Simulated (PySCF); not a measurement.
# Ga₃P₃H₆: magnetic properties

Aim: compute the magnetic properties of Ga₃P₃H₆.

Computed with PySCF 2.14.0 and routines of our own; the level stands in each step. Atoms count from 0.

### Step 1. The system as given

12 atoms, charge 0, multiplicity 1; geometry from: GFN2-xTB.

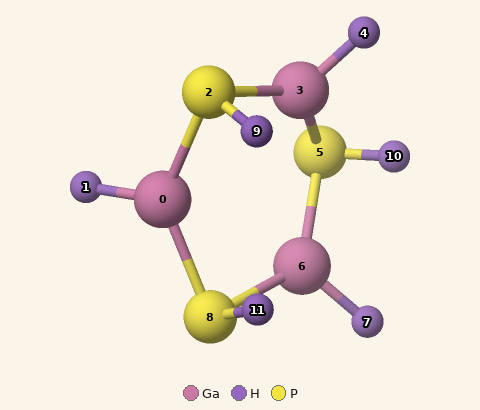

The starting geometry (gallium pink, hydrogen purple, phosphorus yellow); sticks join atoms by distance alone.

### Step 2. Magnetic properties: GIAO BP86/def2-SVP

What the job is given:

```
{"job": {"kind": "mag", "xc": "BP86", "basis": "def2-SVP"}, "charge": 0, "multiplicity": 1}
Ga    -1.693310     0.138250     1.222600
H     -3.294310     0.025090     0.905040
P     -0.840310     2.345770     0.910860
Ga     0.317440     1.578740    -1.031910
H      1.406730     2.655470    -1.595720
P      0.240000    -0.393170    -2.363100
Ga     0.457820    -1.799050    -0.455050
H      1.656910    -2.892690    -0.633010
P     -0.675660    -1.980180     1.637410
H      0.328290     2.052410     1.656700
H      1.641540    -0.355940    -2.493830
H      0.454860    -1.374690     2.240000
```

Level: GIAO BP86/def2-SVP magnetisability, rotational g tensor and spin-rotation constants, non-relativistic, gas phase.

On the command line:

```
$ OMP_NUM_THREADS=1 python excited_run.py task.json out
```

The driver reads the jobs from task.json and runs them one after another.

The log of the run:

```text
coarse grid: 56320 points
cycle   1  E = -6801.9605513919  dE = -1.219e+00  |g| = 1.169e+00  |ddm| = 3.705e+00
cycle   2  E = -6801.5505787823  dE =  4.100e-01  |g| = 1.891e+00  |ddm| = 2.546e+00
cycle   3  E = -6802.1133585783  dE = -5.628e-01  |g| = 2.400e-01  |ddm| = 2.065e+00
cycle   4  E = -6802.1375403303  dE = -2.418e-02  |g| = 5.158e-02  |ddm| = 4.548e-01
cycle   5  E = -6802.1384669203  dE = -9.266e-04  |g| = 1.946e-02  |ddm| = 9.573e-02
cycle   6  E = -6802.1385849147  dE = -1.180e-04  |g| = 7.933e-03  |ddm| = 3.942e-02
cycle   7  E = -6802.1386094498  dE = -2.454e-05  |g| = 1.417e-03  |ddm| = 1.448e-02
cycle   8  E = -6802.1386100662  dE = -6.165e-07  |g| = 8.237e-04  |ddm| = 3.621e-03
final grid: 107880 points
cycle   9  E = -6802.1385338981  dE =  8.076e-07  |g| = 1.729e-03  |ddm| = 4.920e-03
cycle  10  E = -6802.1385295194  dE =  4.379e-06  |g| = 3.708e-03  |ddm| = 9.103e-03
cycle  11  E = -6802.1385350034  dE = -5.484e-06  |g| = 3.148e-04  |ddm| = 6.440e-03
cycle  12  E = -6802.1385350421  dE = -3.873e-08  |g| = 2.875e-05  |ddm| = 4.904e-04
cycle  13  E = -6802.1385350424  dE = -3.038e-10  |g| = 6.896e-06  |ddm| = 5.092e-05
converged SCF energy = -6802.1385350424

Magnetisability tensor (1e-30 J/T^2)
    -2112.93      -34.90     -175.03
      -34.90    -1965.03      -38.00
     -175.03      -38.00    -2131.45
isotropic -2069.81   principal values   -2305.29  -1957.28  -1946.85
isotropic susceptibility -124.647 1e-6 cm^3/mol

Inertial axes            a          b          c
rot. const./GHz      0.7010     0.6426     0.3646
chi total          -117.852   -118.481   -137.607
chi diamagnetic   -1674.525  -1797.240  -3015.270
chi paramagnetic   1556.674   1678.759   2877.663
quadrupole/D A       -7.142      0.685      6.458
g nuclear            0.4968     0.4910     0.4866
g electronic        -0.5127    -0.5068    -0.4929
g total             -0.0159    -0.0158    -0.0063

Spin-rotation constants (kHz, H = +C I.J)
atom  isotope        aa         bb         cc
  0   69Ga        1.621      1.157      0.914
  1     1H       -0.037     -0.028      0.012
  2    31P        0.827      0.630      0.440
  3   69Ga        1.581      1.518      0.721
  4     1H       -0.004     -0.012     -0.014
  5    31P        0.711      1.145      0.410
  6   69Ga        1.569      1.518      0.727
  7     1H       -0.006     -0.012     -0.013
  8    31P        0.822      0.629      0.445
  9     1H       -0.072     -0.069      0.002
 10     1H       -0.077     -0.022     -0.012
 11     1H       -0.072     -0.069      0.002
```

Wall time 56 s (1 thread of Arm Neoverse V2, shared host); peak memory 0.83 GiB.

From this job:

```tsv
quantity	value
magnetisability	-2070·10⁻³⁰ J/T²
molar susceptibility	-124.6·10⁻⁶ cm³/mol
rotational g (a, b, c)	-0.0159, -0.0158, -0.0063
```

The fields below are evaluated on a grid from the run's orbitals.

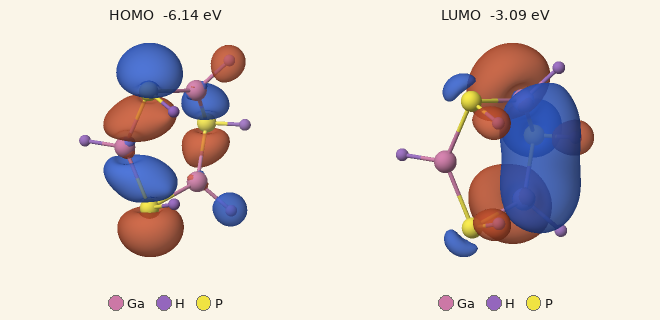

Frontier orbitals at BP86/def2-SVP; each surface holds 70 % of the orbital's density, blue and red mark the sign.

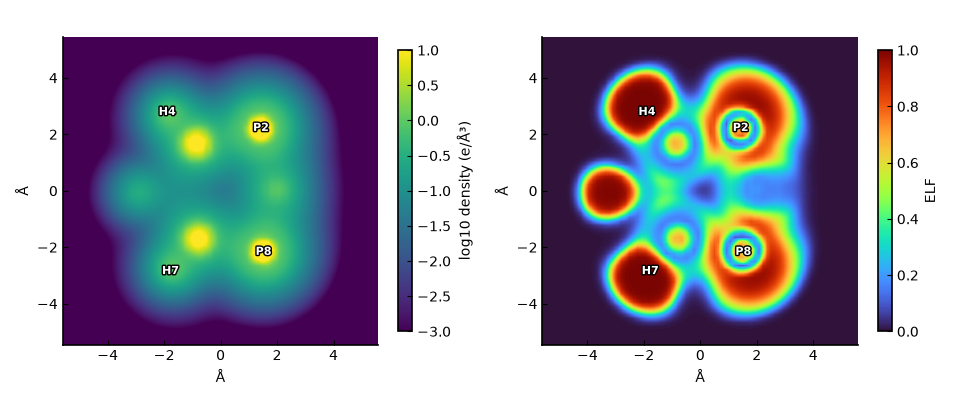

Density (left) and ELF (right) in a plane through or near 4 of the atoms.

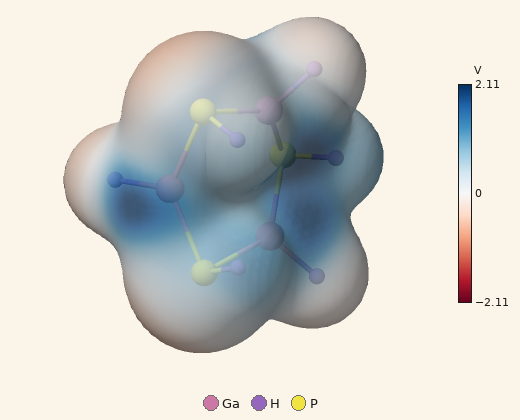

The potential that a unit positive charge feels on the 0.002 e/bohr³ surface, from the 1st to the 99th percentile, from -0.48 V near P8 to 2.11 V near Ga6.

### Step 3. Magnetic properties: GIAO OPBE/def2-SVP

Settings changed since step 2:

```diff
@@ -1,2 +1,2 @@
-{"job": {"kind": "mag", "xc": "BP86", "basis": "def2-SVP"}, "charge": 0, "multiplicity": 1}
+{"job": {"kind": "mag", "xc": "OPBE", "basis": "def2-SVP"}, "charge": 0, "multiplicity": 1}
 Ga    -1.693310     0.138250     1.222600
```

Method: GIAO OPBE/def2-SVP magnetisability, rotational g tensor and spin-rotation constants, non-relativistic, gas phase.

The log of the run:

```text
coarse grid: 56320 points
cycle   1  E = -6802.6789200578  dE = -1.328e+00  |g| = 7.138e-01  |ddm| = 3.734e+00
cycle   2  E = -6802.4722528386  dE =  2.067e-01  |g| = 1.222e+00  |ddm| = 2.001e+00
cycle   3  E = -6802.7658295999  dE = -2.936e-01  |g| = 1.284e-01  |ddm| = 1.445e+00
cycle   4  E = -6802.7725365877  dE = -6.707e-03  |g| = 4.055e-02  |ddm| = 2.527e-01
cycle   5  E = -6802.7731758225  dE = -6.392e-04  |g| = 1.160e-02  |ddm| = 7.435e-02
cycle   6  E = -6802.7732132330  dE = -3.741e-05  |g| = 5.281e-03  |ddm| = 2.227e-02
cycle   7  E = -6802.7732231283  dE = -9.895e-06  |g| = 7.155e-04  |ddm| = 8.855e-03
final grid: 107880 points
cycle   8  E = -6802.7731549016  dE =  6.085e-07  |g| = 1.405e-03  |ddm| = 4.207e-03
cycle   9  E = -6802.7731513642  dE =  3.537e-06  |g| = 3.073e-03  |ddm| = 7.744e-03
cycle  10  E = -6802.7731558177  dE = -4.454e-06  |g| = 1.467e-04  |ddm| = 5.378e-03
cycle  11  E = -6802.7731558247  dE = -6.949e-09  |g| = 2.349e-05  |ddm| = 2.096e-04
cycle  12  E = -6802.7731558248  dE = -1.492e-10  |g| = 7.822e-06  |ddm| = 3.647e-05
converged SCF energy = -6802.7731558248

Magnetisability tensor (1e-30 J/T^2)
    -2184.80      -31.98     -155.95
      -31.98    -2035.70      -35.15
     -155.95      -35.15    -2191.40
isotropic -2137.30   principal values   -2351.23  -2032.81  -2027.86
isotropic susceptibility -128.711 1e-6 cm^3/mol

Inertial axes            a          b          c
rot. const./GHz      0.7010     0.6426     0.3646
chi total          -122.145   -123.350   -140.639
chi diamagnetic   -1673.452  -1796.626  -3015.144
chi paramagnetic   1551.307   1673.277   2874.505
quadrupole/D A       -7.939      0.669      7.270
g nuclear            0.4968     0.4910     0.4866
g electronic        -0.5109    -0.5052    -0.4923
g total             -0.0141    -0.0141    -0.0057

Spin-rotation constants (kHz, H = +C I.J)
atom  isotope        aa         bb         cc
  0   69Ga        1.507      1.129      0.843
  1     1H       -0.039     -0.029      0.011
  2    31P        0.736      0.560      0.362
  3   69Ga        1.470      1.401      0.693
  4     1H       -0.006     -0.014     -0.014
  5    31P        0.632      0.968      0.364
  6   69Ga        1.461      1.401      0.698
  7     1H       -0.008     -0.014     -0.014
  8    31P        0.732      0.559      0.366
  9     1H       -0.072     -0.069     -0.001
 10     1H       -0.077     -0.026     -0.013
 11     1H       -0.072     -0.069     -0.000
```

Wall time 45 s (1 thread of Arm Neoverse V2, shared host); peak memory 0.84 GiB.

From this job:

```tsv
quantity	value
magnetisability	-2137·10⁻³⁰ J/T²
molar susceptibility	-128.7·10⁻⁶ cm³/mol
rotational g (a, b, c)	-0.0141, -0.0141, -0.0057
```

### Step 4. Magnetic properties side by side

```tsv
level	ξ (10⁻³⁰ J/T²)	g(a)	g(b)	gap (eV)	functions	time
GIAO BP86/def2-SVP	-2070	-0.0159	-0.0158	3.05	180	56 s
GIAO OPBE/def2-SVP	-2137	-0.0141	-0.0141	3.35	180	45 s
```

### Step 5. Outcome

```
                                           quantity                      value
       magnetisability (step 2, GIAO BP86/def2-SVP)           -2070·10⁻³⁰ J/T²
  molar susceptibility (step 2, GIAO BP86/def2-SVP)        -124.6·10⁻⁶ cm³/mol
rotational g (a, b, c) (step 2, GIAO BP86/def2-SVP)  -0.0159, -0.0158, -0.0063
              surface potential, 1st and 99th percentile         -0.48 V and 2.11 V
                    magnetisability over the levels  -2137 to -2070·10⁻³⁰ J/T²
```

Steps that list no spin-orbit terms leave them out, which matters at and beside the heavy atoms. By nearest atom (BP86/def2-SVP), the HOMO sits on P2, P8 about 28 % each; Ga0 11 % and the LUMO on Ga3, Ga6 about 29 % each; P5 11 %. The geometry comes from tight binding, which is rough for metal atoms, and these values hang on it. The magnetisability spreads by 3.2 % over 2 levels of like cost. Two levels can agree by chance, so this spread shows no convergence. Vibrational averaging and real surroundings are missing from these values.
